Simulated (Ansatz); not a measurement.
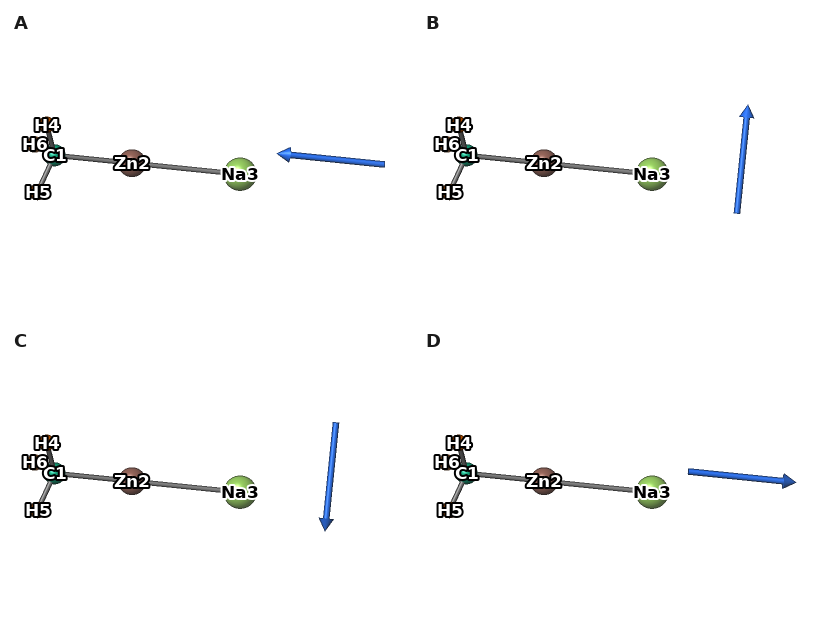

The same molecule four times, each with an arrow. The geometry was computed by an optimisation with PBE0-D4/def2-TZVP. No frequency run is at hand to confirm it as a minimum. Method: RKS PBE0-D4/def2-TZVP (Ansatz 0.2.0).

Which arrow points along the dipole moment, from the negative to the positive end?

Answer. D. The dipole moment is 5.46 D; it points from the side of H4, H5, H6 to the side of Na3 (the outermost atoms at the two ends).
